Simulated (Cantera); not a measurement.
Charge: 1 mol CuF₂, 3.7 mol H₂, 0.0032 mol CH₄, held at 1.00 Torr.

Equilibrium computed with Cantera from the NASA thermochemical tables; the gas is ideal and each condensed phase is pure. Candidate condensed phases: C, C₆H₆, C₇H₈, C₈H₁₈, Cu, CuF₂; 99 gas species. The numbers say what is thermodynamically allowed, not how fast it happens.

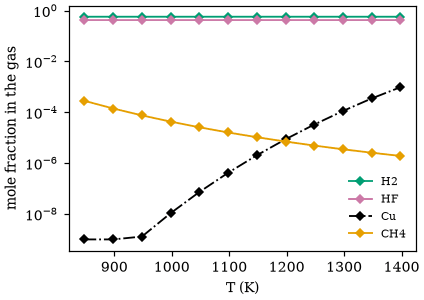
Fig. 1. Equilibrium gas composition (values under 1e-9 drawn at 1e-9)

From 848 K to 1348 K the condensed part is C(graphite) + Cu(s). At 1398 K the condensed part is C(graphite) + Cu(l).
